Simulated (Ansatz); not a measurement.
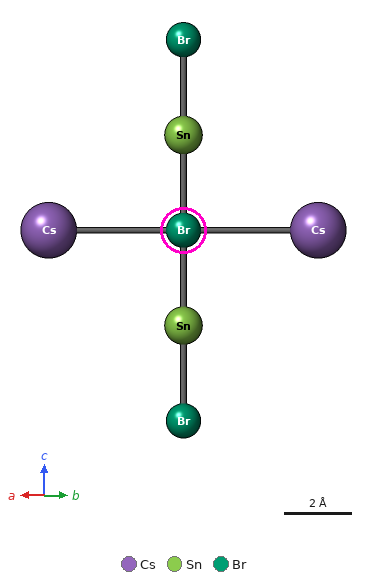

Perfect CsSnBr$_{3}$. A ball-and-stick model of the atoms within 6.0 Å of one point, in a slice 3.4 Å thick across the line of sight, seen along [110].

The calculation used Ansatz, DFT, PBEsol, PAW, plane waves. (plane-wave cutoff 420 eV; k-point mesh 1 × 1 × 1; mesh shifted by (0.25, 0.25, 0.25); collinear spin) Fermi-Dirac smearing of 0.01 eV. The axes drawn are those of the host's conventional cell.

A bromine atom is taken out (a vacancy) at the ringed place, in charge state 0. The supercell has 40 sites, and the atoms are relaxed at the host's cell.

**Predict the relaxed surroundings of the defect.**

Around the empty Br site the host had 2 Sn at 2.88 Å; after relaxation the nearest atoms are 2 Sn at 2.61 to 2.81 Å. Of the host's atoms, a caesium atom moves furthest from its site, by 0.57 Å. The cell's net moment is 1.00 μB.

The relaxed defect, seen from the same direction:

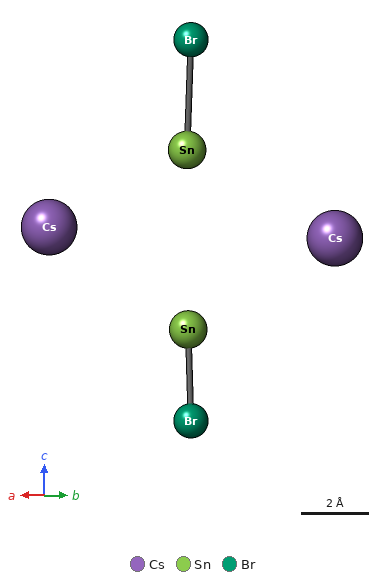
